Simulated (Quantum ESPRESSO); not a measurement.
# Lithium (Im-3m): from the cell to the phonon bands

How does Lithium (Im-3m) vibrate, and is this structure a minimum?

Method: DFT LDA, scalar-relativistic, plane waves, PseudoDojo norm-conserving pseudopotentials, in Quantum ESPRESSO 7.5.

## (1) Starting point

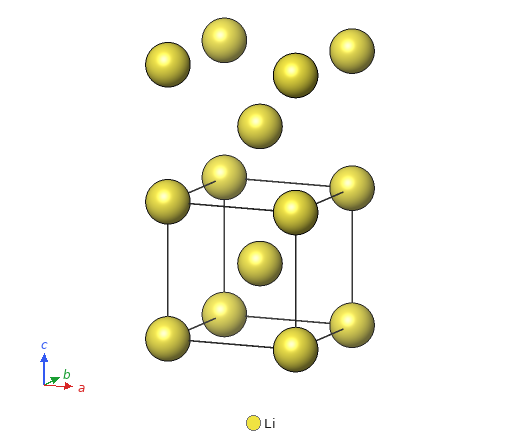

Start, viewed slightly off an axis; lithium yellow. 1×1×2 cells are drawn. This picture shows the conventional cell, with its axes. Some periodic images of atoms are drawn too.

## (2) A first look

A cheap run with smearing and empty bands tells whether the crystal has a gap, which decides between fixed occupations and smearing later on.

Input file probe.in:

```
&CONTROL
  calculation = 'scf'
  prefix      = 'x'
  outdir      = './tmp'
  pseudo_dir  = './pseudo'
  tprnfor     = .true.
  tstress     = .true.
  verbosity   = 'high'
/
&SYSTEM
  ibrav       = 0
  nat         = 1
  ntyp        = 1
  ecutwfc     = 81.0
  occupations = 'smearing'
  smearing    = 'gaussian'
  degauss     = 0.01
/
&ELECTRONS
  conv_thr         = 1.0d-07
  mixing_beta      = 0.7
  electron_maxstep = 100
/
ATOMIC_SPECIES
 Li      6.9400  Li.upf
CELL_PARAMETERS angstrom
     1.754650000    1.754650000    1.754650000
    -1.754650000    1.754650000    1.754650000
    -1.754650000   -1.754650000    1.754650000
ATOMIC_POSITIONS crystal
 Li     0.000000000   0.000000000   0.000000000
K_POINTS automatic
 8 8 8 0 0 0
```

Command:

```sh
$ OMP_NUM_THREADS=1 mpirun -n 4 pw.x -nk 4 -in probe.in > probe.out
```

The log of the run:

```text
[banners, grids, parts of the stress and lines that vanish by symmetry left out]
Program PWSCF v.7.5
     Message from routine setup:
     using ibrav=0 with symmetry is DISCOURAGED, use correct ibrav instead
[...]
kinetic-energy cutoff     =      81.0000  Ry
     charge density cutoff     =     324.0000  Ry
     scf convergence threshold =      1.0E-07
[...]
Exchange-correlation= SLA  PW   NOGX NOGC
                           (   1   4   0   0   0   0   0)
[...]
48 Sym. Ops., with inversion, found
[...]
(     0          1          0      )
                  (     0          0          1      )
[...]
( -0.0000000  1.0000000 -0.0000000 )
                  ( -0.0000000 -0.0000000  1.0000000 )
[...]
(     1         -1          1      )
                  (     1          0          0      )
[...]
(  1.0000000  0.0000000 -0.0000000 )
                  ( -0.0000000 -1.0000000 -0.0000000 )
[...]
(     1          0          0      )
                  (     0          0         -1      )
[...]
( -1.0000000 -0.0000000 -0.0000000 )
                  (  0.0000000  1.0000000 -0.0000000 )
[...]
number of k points=    29  Gaussian smearing, width (Ry)=  0.0100
[...]
End of self-consistent calculation
[...]
the Fermi energy is     0.6813 ev
!    total energy              =     -14.23044103 Ry
[...]
convergence has been achieved in   4 iterations
[...]
atom    1 type  1   force =     0.00000000    0.00000000    0.00000000
[...]
Total force =     0.000000     Total SCF correction =     0.000000
[...]
total   stress  (Ry/bohr**3)                   (kbar)     P=      -15.12
[...]
XML data file, charge density, pseudopotentials, collected wavefunctions

   JOB DONE.
```

Elapsed: 1.6 s, on 4 MPI ranks of Arm Neoverse V1, shared host; 6.1 s of CPU time.

Numbers from this step:

* volume per atom: 21.61 Å³
* pressure: -1.512 GPa
* gap on the k-mesh: 0 eV

No gap opens on this mesh, so smearing is kept; the start stands at -1.5 GPa.

## (3) Relaxing the cell and atoms

The relaxation runs at a cutoff a fifth above that of the response, since stress converges more slowly with the basis than frequencies do. Forces and stress are brought to rest with tight thresholds.

Input file relax.in:

```
&CONTROL
  calculation   = 'vc-relax'
  prefix        = 'x'
  outdir        = './tmp'
  pseudo_dir    = './pseudo'
  tprnfor       = .true.
  tstress       = .true.
  forc_conv_thr = 2.0d-05
  etot_conv_thr = 1.0d-07
  nstep         = 40
/
&SYSTEM
  ibrav       = 0
  nat         = 1
  ntyp        = 1
  ecutwfc     = 97
  occupations = 'smearing'
  smearing    = 'mv'
  degauss     = 0.02
/
&ELECTRONS
  conv_thr         = 1.0d-11
  mixing_beta      = 0.7
  electron_maxstep = 100
/
&IONS
/
&CELL
  press_conv_thr = 0.2
/
ATOMIC_SPECIES
 Li      6.9400  Li.upf
CELL_PARAMETERS angstrom
     1.754650000    1.754650000    1.754650000
    -1.754650000    1.754650000    1.754650000
    -1.754650000   -1.754650000    1.754650000
ATOMIC_POSITIONS crystal
 Li     0.000000000   0.000000000   0.000000000
K_POINTS automatic
 14 14 14 0 0 0
```

Command:

```sh
$ OMP_NUM_THREADS=1 mpirun -n 4 pw.x -nk 4 -in relax.in > relax.out
```

The log of the run:

```text
[banners, grids, parts of the stress and lines that vanish by symmetry left out]
[banner, memory and clock lines left out]
Program PWSCF v.7.5

[...]
kinetic-energy cutoff     =      97.0000  Ry
     charge density cutoff     =     388.0000  Ry
     scf convergence threshold =      1.0E-11
[...]
energy convergence thresh.=      1.0E-07
     force convergence thresh. =      2.0E-05
     press convergence thresh. =      2.0E-01
     Exchange-correlation= SLA  PW   NOGX NOGC
                           (   1   4   0   0   0   0   0)
[...]
48 Sym. Ops., with inversion, found
[...]
number of k points=   104  Marzari-Vanderbilt smearing, width (Ry)=  0.0200
[...]
End of self-consistent calculation
[...]
the Fermi energy is     0.6406 ev
!    total energy              =     -14.23092352 Ry
[...]
convergence has been achieved in   5 iterations
[...]
atom    1 type  1   force =     0.00000000    0.00000000    0.00000000
     Total force =     0.000000     Total SCF correction =     0.000000
[...]
total   stress  (Ry/bohr**3)                   (kbar)     P=      -15.39
[...]
number of bfgs steps    =   0
[...]
CELL_PARAMETERS (angstrom)
[...]
ATOMIC_POSITIONS (crystal)
Li               0.0000000000        0.0000000000        0.0000000000
[...]
New effective cutoffs (rho, wfc):  389.83   97.50
[...]
End of self-consistent calculation
[...]
the Fermi energy is     0.6632 ev
!    total energy              =     -14.23103999 Ry
[...]
convergence has been achieved in   3 iterations
[...]
atom    1 type  1   force =     0.00000000    0.00000000    0.00000000
     Total force =     0.000000     Total SCF correction =     0.000000
[...]
total   stress  (Ry/bohr**3)                   (kbar)     P=      -14.63
[...]
number of bfgs steps    =   1
[...]
WARNING: bfgs curvature condition failed, Theta= 0.846
[...]
CELL_PARAMETERS (angstrom)
[...]
ATOMIC_POSITIONS (crystal)
Li               0.0000000000        0.0000000000        0.0000000000
[...]
New effective cutoffs (rho, wfc):  392.92   98.28
[...]
End of self-consistent calculation
[...]
the Fermi energy is     0.6975 ev
!    total energy              =     -14.23120225 Ry
[...]
convergence has been achieved in   4 iterations
[...]
atom    1 type  1   force =     0.00000000    0.00000000    0.00000000
     Total force =     0.000000     Total SCF correction =     0.000000
[...]
total   stress  (Ry/bohr**3)                   (kbar)     P=      -13.43
[...]
number of bfgs steps    =   2
[...]
CELL_PARAMETERS (angstrom)
[...]
ATOMIC_POSITIONS (crystal)
Li               0.0000000000        0.0000000000        0.0000000000
[...]
New effective cutoffs (rho, wfc):  397.62   99.45
[...]
End of self-consistent calculation
[...]
the Fermi energy is     0.7499 ev
!    total energy              =     -14.23141672 Ry
[...]
convergence has been achieved in   4 iterations
[...]
atom    1 type  1   force =     0.00000000    0.00000000    0.00000000
     Total force =     0.000000     Total SCF correction =     0.000000
[...]
New effective cutoffs (rho, wfc):  416.00  104.05
[...]
the Fermi energy is     0.9572 ev
!    total energy              =     -14.23188639 Ry
[...]
convergence has been achieved in   4 iterations
[...]
atom    1 type  1   force =     0.00000000    0.00000000    0.00000000
     Total force =     0.000000     Total SCF correction =     0.000000
[...]
total   stress  (Ry/bohr**3)                   (kbar)     P=       -3.05
[...]
number of bfgs steps    =   5
[...]
New effective cutoffs (rho, wfc):  422.32  105.63
[...]
the Fermi energy is     1.0291 ev
!    total energy              =     -14.23191492 Ry
[...]
convergence has been achieved in   4 iterations
[...]
atom    1 type  1   force =     0.00000000    0.00000000    0.00000000
     Total force =     0.000000     Total SCF correction =     0.000000
[...]
total   stress  (Ry/bohr**3)                   (kbar)     P=        0.24
[...]
number of bfgs steps    =   6
[...]
New effective cutoffs (rho, wfc):  421.85  105.51
[...]
the Fermi energy is     1.0238 ev
!    total energy              =     -14.23191509 Ry
[...]
convergence has been achieved in   3 iterations
[...]
atom    1 type  1   force =     0.00000000    0.00000000    0.00000000
     Total force =     0.000000     Total SCF correction =     0.000000
[...]
total   stress  (Ry/bohr**3)                   (kbar)     P=       -0.01
[...]
number of bfgs steps    =   7
[...]
small trust_radius: resetting bfgs history
[...]
CELL_PARAMETERS (angstrom)
[...]
ATOMIC_POSITIONS (crystal)
Li               0.0000000000        0.0000000000        0.0000000000
[...]
New effective cutoffs (rho, wfc):  421.85  105.51
[...]
End of self-consistent calculation
[...]
the Fermi energy is     1.0238 ev
!    total energy              =     -14.23191509 Ry
[...]
convergence has been achieved in   1 iterations
[...]
atom    1 type  1   force =     0.00000000    0.00000000    0.00000000
     Total force =     0.000000     Total SCF correction =     0.000000
[...]
total   stress  (Ry/bohr**3)                   (kbar)     P=       -0.01
[...]
bfgs converged in   9 scf cycles and   8 bfgs steps
[...]
End of BFGS Geometry Optimization
     Final enthalpy           =     -14.2319150859 Ry
     File ./tmp/x.bfgs deleted, as requested
[...]
CELL_PARAMETERS (angstrom)
[...]
ATOMIC_POSITIONS (crystal)
Li               0.0000000000        0.0000000000        0.0000000000
[...]
Final scf calculation at the relaxed structure.
[...]
kinetic-energy cutoff     =      97.0000  Ry
     charge density cutoff     =     388.0000  Ry
     scf convergence threshold =      1.0E-13
[...]
press convergence thresh. =      2.0E-01
     Exchange-correlation= SLA  PW   NOGX NOGC
                           (   1   4   0   0   0   0   0)
[...]
48 Sym. Ops., with inversion, found
[...]
number of k points=   104  Marzari-Vanderbilt smearing, width (Ry)=  0.0200
[...]
c_bands:  1 eigenvalues not converged
     c_bands:  1 eigenvalues not converged
     c_bands:  1 eigenvalues not converged
     c_bands:  1 eigenvalues not converged
     c_bands:  1 eigenvalues not converged
     c_bands:  1 eigenvalues not converged
     c_bands:  1 eigenvalues not converged
     c_bands:  1 eigenvalues not converged
[...]
End of self-consistent calculation
[...]
the Fermi energy is     1.0238 ev
!    total energy              =     -14.23191427 Ry
[...]
convergence has been achieved in   7 iterations
[...]
atom    1 type  1   force =     0.00000000    0.00000000    0.00000000
     Total force =     0.000000     Total SCF correction =     0.000000
[...]
total   stress  (Ry/bohr**3)                   (kbar)     P=       -0.01
[...]
XML data file, charge density, pseudopotentials, collected wavefunctions
```

Elapsed: 27 s, on 4 MPI ranks.

Step by step:

```tsv
step	energy less that of the first step (eV)	largest force (eV/Å)	pressure (GPa)	volume (Å³)
1	0.0000	0.0000	-1.54	21.61
2	-0.0016	0.0000	-1.46	21.44
3	-0.0038	0.0000	-1.34	21.19
4	-0.0067	0.0000	-1.15	20.81
5	-0.0102	0.0000	-0.84	20.26
6	-0.0131	0.0000	-0.30	19.45
7	-0.0135	0.0000	0.02	19.01
8	-0.0135	0.0000	0.00	19.05
9	-0.0135	0.0000	0.00	19.05
10	-0.0135	0.0000	0.00	19.05
```

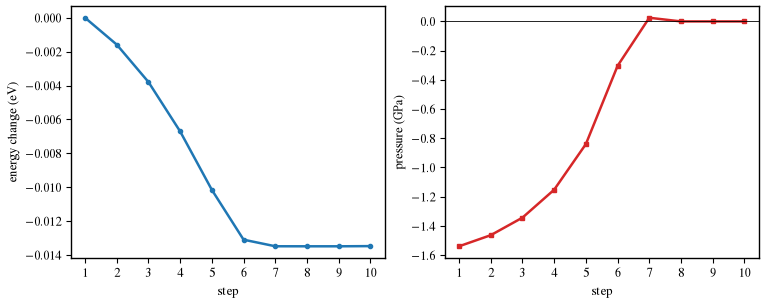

Energy and pressure along the relaxation.

```tsv
conventional cell, symmetrised	before	after	change
a (Å)	3.509	3.365	-4.1 %
b (Å)	3.509	3.365	-4.1 %
c (Å)	3.509	3.365	-4.1 %
volume (Å³/atom)	21.61	19.05	-11.9 %
```

Final coordinates:

```
CELL_PARAMETERS angstrom
1.68233 1.68233 1.68233
-1.68233 1.68233 1.68233
-1.68233 -1.68233 1.68233
ATOMIC_POSITIONS crystal
Li 0.00000 0.00000 0.00000
```

The last row of the table of steps is pw.x's closing run on a basis chosen anew for the final cell, so its energy can jump.

Numbers from this step:

```
volume per atom : 19.05 Å³
pressure        : -0.001 GPa
```

The volume changes by -11.9 % from the cell with which this run began.

## (4) Ground state

Perturbation theory inherits every error of the wavefunctions, so the threshold is set near the limit of the arithmetic. Smearing stays on, as the first look found no gap above 0.3 eV.

Input file scf.in:

```
&CONTROL
  calculation = 'scf'
  prefix      = 'x'
  outdir      = './tmp'
  pseudo_dir  = './pseudo'
  tprnfor     = .true.
  tstress     = .true.
/
&SYSTEM
  ibrav       = 0
  nat         = 1
  ntyp        = 1
  ecutwfc     = 81.0
  occupations = 'smearing'
  smearing    = 'mv'
  degauss     = 0.02
/
&ELECTRONS
  conv_thr         = 1.0d-12
  mixing_beta      = 0.7
  electron_maxstep = 100
/
ATOMIC_SPECIES
 Li      6.9400  Li.upf
CELL_PARAMETERS angstrom
     1.682330634    1.682330634    1.682330634
    -1.682330634    1.682330634    1.682330634
    -1.682330634   -1.682330634    1.682330634
ATOMIC_POSITIONS crystal
 Li     0.000000000   0.000000000   0.000000000
K_POINTS automatic
 16 16 16 0 0 0
```

Command:

```sh
$ OMP_NUM_THREADS=1 mpirun -n 4 pw.x -nk 4 -in scf.in > scf.out
```

The log of the run:

```text
[banners, grids, parts of the stress and lines that vanish by symmetry left out]
[banner, memory and clock lines left out]
Program PWSCF v.7.5

[...]
kinetic-energy cutoff     =      81.0000  Ry
     charge density cutoff     =     324.0000  Ry
     scf convergence threshold =      1.0E-12
[...]
Exchange-correlation= SLA  PW   NOGX NOGC
                           (   1   4   0   0   0   0   0)
[...]
48 Sym. Ops., with inversion, found
[...]
number of k points=   145  Marzari-Vanderbilt smearing, width (Ry)=  0.0200
[...]
End of self-consistent calculation
[...]
the Fermi energy is     1.0276 ev
!    total energy              =     -14.23199367 Ry
[...]
convergence has been achieved in   6 iterations
[...]
atom    1 type  1   force =     0.00000000    0.00000000    0.00000000
     Total force =     0.000000     Total SCF correction =     0.000000
[...]
total   stress  (Ry/bohr**3)                   (kbar)     P=       -0.15
[...]
XML data file, charge density, pseudopotentials, collected wavefunctions
```

The job ended after 3.4 s (4 MPI ranks).

Numbers from this step:

- pressure: -0.015 GPa

The cell stands at -0.015 GPa, close enough for phonons.

(Continued in part 2 of 2.)

[Host names and launcher messages were left out of these logs when they were recorded.]

[Logs are printed without paths, hosts, clocks, repeated set-up lines and the standing remarks that a program may print on its own settings, such as how far it seeks lower states.]

[Hosts, paths, dates, database ids (printed as entryN), source tags and the programs' standing remarks are cut or masked in the printed files.]
